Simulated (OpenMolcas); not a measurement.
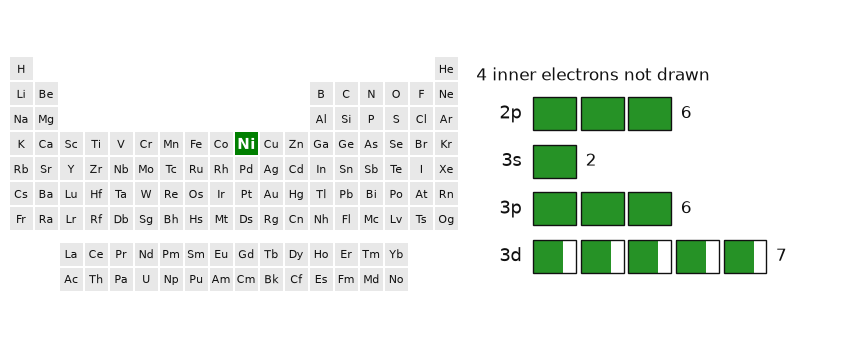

*Left, the place of nickel in the periodic table; right, the outer shells of the leading configuration of the lowest level: a box for each of the 2l + 1 orbitals, shaded by the share of the shell that is filled, with the electron count at the right.*

**Ni³⁺ complex: multiconfigurational calculation (part 1 of 2)**

- system: Ni³⁺ with 6 ligands (H2O; octahedron, 2.05 Å), with no charges around it.
- method: state-averaged CASSCF, active space 7 electrons in the shell 3d, basis ANO-RCC-VTZP on the metal and ANO-RCC-VDZP on the ligands, DKH2 scalar Hamiltonian, spin-orbit coupling by RASSI with atomic mean-field integrals (OpenMolcas)

## Results in brief

- outcome: converged
- energy of the lowest spin-free term: −1974.67462 hartree
- energy of the lowest spin-orbit level: −1974.67885 hartree
- largest spread among components of a term: 0.0 cm⁻¹
- hardware: 1 thread of Intel Xeon (Sapphire Rapids), 16 GiB of memory available, shared host
- wall time: 48 s
- peak memory: 0.2 GiB

## Remarks

Without dynamic correlation the splittings between terms come out too large, often by 20 to 50 %. To bear in mind: small active space favours high spin, ground spin may be wrong; distances are set from ionic radii, not optimised.

## Input
```
&GATEWAY
Coord
19

Ni 0.0 0.0 0.0
O 2.050000 0.000000 0.000000
H 2.626978 0.779741 0.000000
H 2.626978 -0.779741 0.000000
O 0.000000 2.050000 0.000000
H 0.000000 2.626978 0.779741
H 0.000000 2.626978 -0.779741
O -2.050000 0.000000 0.000000
H -2.626978 0.779741 0.000000
H -2.626978 -0.779741 0.000000
O 0.000000 -2.050000 0.000000
H 0.000000 -2.626978 0.779741
H 0.000000 -2.626978 -0.779741
O 0.000000 0.000000 2.050000
H 0.779741 0.000000 2.626978
H -0.779741 0.000000 2.626978
O 0.000000 0.000000 -2.050000
H 0.779741 0.000000 -2.626978
H -0.779741 0.000000 -2.626978
Basis=Ni.ANO-RCC-VTZP,H.ANO-RCC-VDZP,O.ANO-RCC-VDZP
Group=XYZ
NoMove
AngMom=0.0 0.0 0.0
AMFI
RICD
&SEWARD
&RASSCF
FileOrb=start.orb
Symmetry=1
Spin=4
nActEl=7 0 0
Inactive=18 21
Ras2=5 0
CIRoot=10 10 1
SDav=10
CIMx=300
Iter=150 100
PrWF=0.3
OrbListing=Nothing
MaxOrb=0
LevShft=1.0
>>> COPY $Project.JobIph JOB001
&RASSCF
FileOrb=start.orb
Symmetry=1
Spin=2
nActEl=7 0 0
Inactive=18 21
Ras2=5 0
CIRoot=40 40 1
SDav=40
CIMx=300
Iter=150 100
PrWF=0.3
OrbListing=Nothing
MaxOrb=0
LevShft=1.0
>>> COPY $Project.JobIph JOB002
&RASSI
NrOfJobIphs=2 10 40
1 2 3 4 5 6 7 8 9 10
1 2 3 4 5 6 7 8 9 10 11 12 13 14 15 16 17 18 19 20 21 22 23 24 25 26 27
28 29 30 31 32 33 34 35 36 37 38 39 40
IphNames
JOB001
JOB002
EJob
SpinOrbit
DIPRint=1.0
SOCoupling=1000.0
Subsets=2
Property=9
'ANGMOM' 1 'ANGMOM' 2 'ANGMOM' 3 'MLTPL  1' 1 'MLTPL  1' 2 'MLTPL  1' 3
'AMFI' 1 'AMFI' 2 'AMFI' 3
SOProperty=3
'ANGMOM' 1 'ANGMOM' 2 'ANGMOM' 3
```

The file start.orb holds starting orbitals from an earlier step. A driver script formed the levels outside the program, from RASSI's spin-orbit matrix and the active-space energies, averaged over the components of each term or state.

Run as:
```bash
OMP_NUM_THREADS=1 MOLCAS_MEM=2457 MOLCAS_PROJECT=a pymolcas a.inp > a.log  # once for each step of the input, in one work folder
```

## Log (extracts)
```
--- SEWARD ---
Basis set label: NI.ANO-RCC...6S5P3D2F1G.

      Electronic valence basis set:
      ------------------
      Associated Effective Charge  28.000000 au
      Associated Actual Charge     28.000000 au
      Nuclear Model: Point charge

      Shell  nPrim  nBasis  Cartesian Spherical Contaminant
         s      21       6        X
         p      15       5        X
         d      10       3                 X
         f       6       2                 X
         g       4       1                 X
                  Relativistic Douglas-Kroll-Hess integrals:
                    - DKH order of Hamiltonian: 2
                    - DKH order of Properties : 0
                  Atomic mean-field integrals
--- RASSCF ---
Wave function specifications:
      -----------------------------

      Number of closed shell electrons          78
      Number of electrons in active shells       7
      Max number of holes in RAS1 space          0
      Max nr of electrons in RAS3 space          0
      Number of inactive orbitals               39
      Number of active orbitals                  5
      Number of secondary orbitals             159
      Spin quantum number                      1.5
      State symmetry                             1
Orbital specifications:
      -----------------------

      Symmetry species                           1   2
                                                ag  au
      Frozen orbitals                            0   0
      Inactive orbitals                         18  21
      Active orbitals                            5   0
      RAS1 orbitals                              0   0
      RAS2 orbitals                              5   0
      RAS3 orbitals                              0   0
      Secondary orbitals                        79  80
      Deleted orbitals                           0   0
      Number of basis functions                102 101
      Number of CSFs                            10
      Number of root(s) required                10
      Iter CI   SX   CI       RASSCF       Energy    max ROT     max BLB   max BLB  Level Ln srch  Step   QN
          iter iter root      energy       change     param      element    value   shift minimum  type update
 Nr of preliminary CI iterations:   1
      Total energies have been shifted. Add                -1000.00 au
        1   1   13    0  -974.13757010    0.00E+00  -8.99E-02   21  27 1  5.47E-01*  1.64   0.00    SX    NO
        2   1   14    0  -974.53746889   -4.00E-01* -5.45E-02    4  32 2  1.78E-01*  1.23   0.00    SX    NO
        3   1   14    0  -974.60545472   -6.80E-02* -3.74E-02   13  52 1 -6.06E-02*  1.21   0.00    SX    NO
        4   1   13    0  -974.61840242   -1.29E-02*  1.90E-02   13  52 1 -2.73E-02*  1.15   0.00    SX    NO
        5   1   12    0  -974.62156229   -3.16E-03*  1.64E-02   13  52 1 -1.23E-02*  1.14   1.92    LS   YES
        6   1   12    0  -974.62250343   -9.41E-04*  9.60E-03    4  32 2 -1.88E-02*  1.14   1.07    QN   YES
        7   1   11    0  -974.62289561   -3.92E-04* -2.72E-03   20  26 1 -5.00E-03*  1.12   1.06    QN   YES
        8   1   11    0  -974.62298851   -9.29E-05* -1.68E-03   22  28 1 -2.00E-03*  1.12   1.62    LS   YES
        9   1   11    0  -974.62300469   -1.62E-05* -2.83E-04    6  44 2 -1.23E-03*  1.12   1.01    QN   YES
       10   1   10    0  -974.62301105   -6.36E-06* -1.94E-04   13  30 1 -4.78E-04*  1.13   1.69    LS   YES
       11   1    9    0  -974.62301234   -1.29E-06*  2.63E-04    1  32 2  4.95E-04*  1.13   1.01    QN   YES
       12   1    9    0  -974.62301310   -7.56E-07*  1.79E-04   13  30 1 -1.50E-04*  1.12   1.68    LS   YES
       13   1    8    0  -974.62301325   -1.50E-07* -1.26E-04    1  32 2 -1.96E-04*  1.12   1.01    QN   YES
       14   1    7    0  -974.62301334   -8.97E-08* -8.22E-05    1  32 2 -5.82E-05   1.12   1.65    LS   YES
       15   1    7    0  -974.62301337   -2.94E-08*  2.37E-05   13  46 1 -4.69E-05   1.12   1.01    QN   YES
       16   1    6    0  -974.62301338   -1.21E-08*  2.29E-05   13  46 1 -2.71E-05   1.12   1.81    QN   YES
       17   1    5    0  -974.62301339   -4.52E-09   3.64E-06   21  22 2 -5.17E-06   1.12   1.07    QN   YES
      Convergence after 17 iterations
       18   1    5    0  -974.62301339   -2.48E-10   3.64E-06   21  22 2 -2.49E-06   1.12   1.07    QN   YES
      Natural orbitals and occupation numbers for root  1
      sym 1:   1.978227   1.021773   1.021773   1.978227   1.000000
      Natural orbitals and occupation numbers for root  2
      sym 1:   1.982479   1.017521   1.017521   1.982479   1.000000
      Natural orbitals and occupation numbers for root  3
      sym 1:   1.931760   1.931760   1.068240   1.068240   1.000000
::    RASSCF root number  1 Total energy:  -1974.67462203
::    RASSCF root number  2 Total energy:  -1974.67462203
::    RASSCF root number  3 Total energy:  -1974.67462203
::    RASSCF root number  4 Total energy:  -1974.64294077
::    RASSCF root number  5 Total energy:  -1974.64294077
::    RASSCF root number  6 Total energy:  -1974.64294077
::    RASSCF root number  7 Total energy:  -1974.60502041
::    RASSCF root number  8 Total energy:  -1974.55747501
::    RASSCF root number  9 Total energy:  -1974.55747501
::    RASSCF root number 10 Total energy:  -1974.55747501
--- RASSCF ---
Wave function specifications:
      -----------------------------

      Number of closed shell electrons          78
      Number of electrons in active shells       7
      Max number of holes in RAS1 space          0
      Max nr of electrons in RAS3 space          0
      Number of inactive orbitals               39
      Number of active orbitals                  5
      Number of secondary orbitals             159
      Spin quantum number                      0.5
      State symmetry                             1
Orbital specifications:
      -----------------------

      Symmetry species                           1   2
                                                ag  au
      Frozen orbitals                            0   0
      Inactive orbitals                         18  21
      Active orbitals                            5   0
      RAS1 orbitals                              0   0
      RAS2 orbitals                              5   0
      RAS3 orbitals                              0   0
      Secondary orbitals                        79  80
      Deleted orbitals                           0   0
      Number of basis functions                102 101
      Number of CSFs                            40
      Number of root(s) required                40
      Iter CI   SX   CI       RASSCF       Energy    max ROT     max BLB   max BLB  Level Ln srch  Step   QN
          iter iter root      energy       change     param      element    value   shift minimum  type update
 Nr of preliminary CI iterations:   1
      Total energies have been shifted. Add                -1000.00 au
        1   1   11    0  -974.49031971    0.00E+00  -1.52E-02   23  29 1 -1.48E-02*  1.12   0.00    SX    NO
        2   1   11    0  -974.49159693   -1.28E-03*  1.13E-02   15  23 1 -7.78E-03*  1.12   0.00    SX    NO
        3   1   11    0  -974.49213789   -5.41E-04* -7.11E-03   15  23 1 -4.90E-03*  1.11   0.00    SX    NO
        4   1   10    0  -974.49238927   -2.51E-04* -4.98E-03   15  23 1 -3.43E-03*  1.11   0.00    SX    NO
        5   1   10    0  -974.49251066   -1.21E-04* -7.25E-03   15  23 1 -2.25E-03*  1.11   2.50    LS   YES
        6   1   10    0  -974.49260983   -9.92E-05* -4.08E-03    8  33 2  1.37E-03*  1.10   1.57    LS   YES
        7   1   10    0  -974.49262508   -1.53E-05*  6.99E-04    6  45 1 -2.01E-03*  1.10   1.02    QN   YES
        8   1    9    0  -974.49263106   -5.98E-06* -5.36E-04   23  29 1  7.27E-04*  1.10   0.96    QN   YES
        9   1    8    0  -974.49263342   -2.36E-06* -6.28E-04   13  24 1  3.30E-04*  1.10   2.17    LS   YES
       10   1    8    0  -974.49263451   -1.09E-06*  2.19E-04   23  29 1 -2.05E-04*  1.10   1.11    QN   YES
       11   1    8    0  -974.49263474   -2.27E-07*  1.78E-04   23  29 1 -9.95E-05   1.10   1.81    LS   YES
       12   1    8    0  -974.49263482   -7.78E-08* -3.92E-05   13  24 1 -8.86E-05   1.10   1.01    QN   YES
       13   1    7    0  -974.49263486   -4.38E-08* -2.82E-05   13  24 1 -4.56E-05   1.10   1.54    QN   YES
       14   1    6    0  -974.49263487   -1.03E-08* -9.09E-06   13  24 1 -1.50E-05   1.10   1.14    QN   YES
       15   1    5    0  -974.49263487   -1.10E-09   5.24E-06   13  24 1 -6.71E-06   1.10   1.45    QN   YES
      Convergence after 15 iterations
       16   1    5    0  -974.49263487   -2.93E-10   5.24E-06   13  30 1 -2.05E-06   1.10   1.45    QN   YES
      Natural orbitals and occupation numbers for root  1
      sym 1:   1.951070   1.963603   0.145423   1.925225   1.014680
      Natural orbitals and occupation numbers for root  2
      sym 1:   1.942195   1.929662   1.014680   1.968040   0.145423
      Natural orbitals and occupation numbers for root  3
      sym 1:   1.821255   1.839177   0.562712   1.172485   1.604371
::    RASSCF root number  1 Total energy:  -1974.60415629
::    RASSCF root number  2 Total energy:  -1974.60415629
::    RASSCF root number  3 Total energy:  -1974.57723733
::    RASSCF root number  4 Total energy:  -1974.57723733
::    RASSCF root number  5 Total energy:  -1974.57723733
::    RASSCF root number  6 Total energy:  -1974.57493756
::    RASSCF root number  7 Total energy:  -1974.57493756
::    RASSCF root number  8 Total energy:  -1974.57493756
::    RASSCF root number  9 Total energy:  -1974.54936042
::    RASSCF root number 10 Total energy:  -1974.54936042
::    RASSCF root number 11 Total energy:  -1974.54936042
::    RASSCF root number 12 Total energy:  -1974.54811007
::    RASSCF root number 13 Total energy:  -1974.53496508
::    RASSCF root number 14 Total energy:  -1974.53496508
::    RASSCF root number 15 Total energy:  -1974.53496508
::    RASSCF root number 16 Total energy:  -1974.52609589
::    RASSCF root number 17 Total energy:  -1974.52609589
::    RASSCF root number 18 Total energy:  -1974.52609589
::    RASSCF root number 19 Total energy:  -1974.51448150
::    RASSCF root number 20 Total energy:  -1974.51448150
::    RASSCF root number 21 Total energy:  -1974.49943562
::    RASSCF root number 22 Total energy:  -1974.49943562
::    RASSCF root number 23 Total energy:  -1974.49943562
::    RASSCF root number 24 Total energy:  -1974.49680071
::    RASSCF root number 25 Total energy:  -1974.49680071
::    RASSCF root number 26 Total energy:  -1974.49680071
::    RASSCF root number 27 Total energy:  -1974.49472325
::    RASSCF root number 28 Total energy:  -1974.49472325
::    RASSCF root number 29 Total energy:  -1974.44486988
::    RASSCF root number 30 Total energy:  -1974.44486988
```

(Continued in part 2.)
